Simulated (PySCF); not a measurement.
# C3H9F3Si2: electronic excitations

Wanted: the electronic excitations of C3H9F3Si2 (`CC[SiH2][SiH2]C(F)(F)F`), by calculation.

Computed with PySCF 2.14.0, with density-fitted response routines of our own, on a single molecule in the gas phase. Atoms count from 0, in the outputs and in this text.

### 1 Starting geometry

17 atoms, charge 0, multiplicity 1; geometry from: GFN2-xTB.

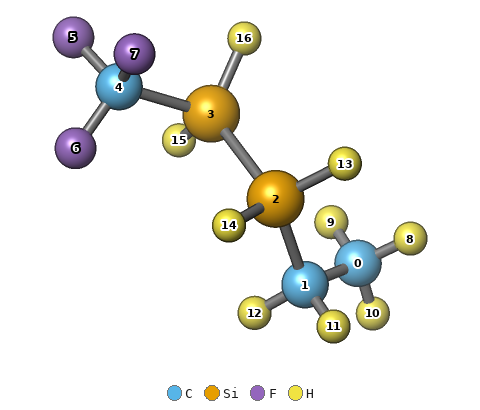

The starting geometry (carbon blue, silicon amber, fluorine purple, hydrogen yellow), atoms numbered.

### 2 TDDFT and polarisability: CAM-B3LYP/def2-SVPD

The job: settings as JSON, then the geometry in Å.

```
{"job": {"kind": "uv", "xc": "CAM-B3LYP", "basis": "def2-SVPD", "nstates": 8, "ntriplets": 3}, "charge": 0, "multiplicity": 1}
C     -2.517726     0.443974     0.523015
C     -1.724009    -0.855570     0.449947
Si    -0.275499    -0.769168    -0.788907
Si     1.173165     0.913668    -0.101503
C      2.951275     0.120147    -0.157457
F      3.939347     0.951796     0.221611
F      3.048154    -0.965128     0.644079
F      3.279087    -0.309909    -1.397577
H     -2.958406     0.677047    -0.443446
H     -1.879381     1.277100     0.813353
H     -3.323170     0.365287     1.250881
H     -2.399522    -1.664469     0.169494
H     -1.348813    -1.102137     1.444968
H     -0.824790    -0.471127    -2.121759
H      0.370127    -2.086919    -0.854504
H      1.126748     1.391184     1.285901
H      1.356416     2.096255    -0.948008
```

Level: TDDFT CAM-B3LYP/def2-SVPD, vertical, gas phase, core orbitals frozen in the response.

Command:

```sh
$ OMP_NUM_THREADS=1 python probes_run.py task.json out
```

One launch serves the whole session: the jobs run in the order shown.

Predict these results of the whole session: lowest singlet (CAM-B3LYP/def2-SVPD); brightest single state of those computed; lowest triplet.

**Answer**, as computed:

| quantity | value |
| --- | --- |
| lowest singlet (CAM-B3LYP/def2-SVPD) | 6.90 eV (180 nm), f = 0.031 |
| brightest single state of those computed | state 7, 8.35 eV, f = 0.101 |
| lowest triplet | 6.01 eV |

What this shows: The lowest singlet, at 6.90 eV, is HOMO→LUMO 0.83 and is weak; of the 8 states computed, the strongest absorption comes from state 7 at 8.35 eV. The lowest triplet lies 0.89 eV below the lowest singlet (triplets in Tamm-Dancoff, singlets in full TDDFT).
